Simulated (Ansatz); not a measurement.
## Electronic structure of H$_{4}$OSi···NH$_{3}$···HF in real space

```xyz
12

Si   -0.3658    0.1841    1.0236
H    -0.6851   -1.1982    0.5035
H     0.8389    0.1761    1.8969
H    -1.4801    0.2818    2.0432
O    -0.7432    1.5192    0.0988
H     0.7740   -0.1231   -1.4872
N     1.1936    0.0973   -0.5889
H    -0.8433   -1.5905   -0.9782
F    -0.7029   -1.7383   -1.8933
H    -1.5232    1.9632    0.4386
H     1.9181   -0.5864   -0.4032
H     1.6190    1.0147   -0.6538
```

The reactant side of a reaction path; geometry: PBE0-D4/def2-TZVP.

The calculation used Ansatz 0.2.0, RKS PBE0-D4/def2-TZVPP.

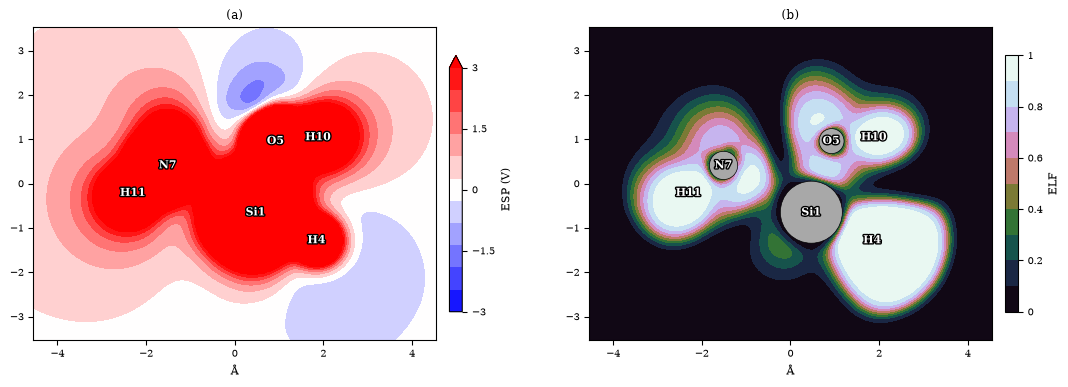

Figure 1. (a) molecular electrostatic potential; (b) ELF on the plane of atoms H4, Si1 and O5. Grey discs cover the atomic cores in the ELF map.

What does the map show?

Answer. The section cuts through Si, H, O and N sites. Si1···N7 (2.24 Å): the ELF peaks at about 0.95 in the valence shell of N, 0.6 Å from its nucleus, and is about 0.65 at the midpoint. Si–O (1.67 Å): the ELF peaks at about 0.90 between the atoms: a polar covalent bond. O–H (0.96 Å): the ELF climbs to about 1 towards the hydrogen, as it does in any bond to H (an ordinary covalent bond to hydrogen). N–H (1.01 Å): the ELF climbs to about 1 towards the hydrogen (a covalent bond by its length). Si–H (1.51 Å): the ELF climbs to about 1 towards the hydrogen. The ELF also peaks beside O5, away from the bonds: lone-pair regions. Outside the dense part of the complex the potential is most negative (−1.6 V) near O5.

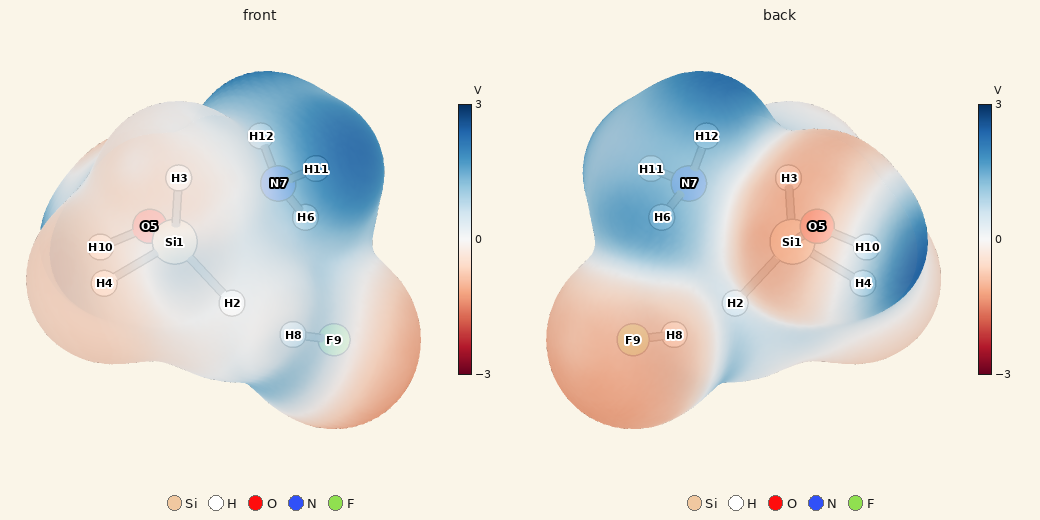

Figure 2. The molecular electrostatic potential painted on the density surface at 0.002 e/bohr³, seen from the front and from behind; the colour scale runs from red (negative) to blue (positive).

Where is the surface potential most negative and most positive?

Answer. The most negative region (about −1.2 V) lies over F9, the most positive (about +2.3 V) over H10 and H11.

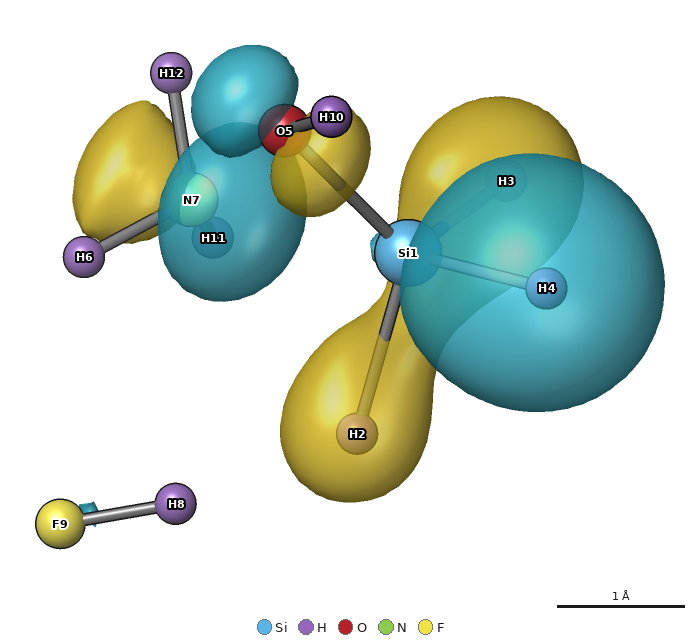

Figure 3. The HOMO at ±0.15 Å⁻³ᐟ² (yellow and cyan are the two phases), seen at an oblique angle.

Where does this orbital lie, and at what energy?

Answer. It lies mainly on H4 (about 30 %), Si1 (about 25 %), N7 (about 15 %), H3 (about 10 %), O5 (about 5 %) and H2 (about 5 %). Its energy is −7.69 eV.
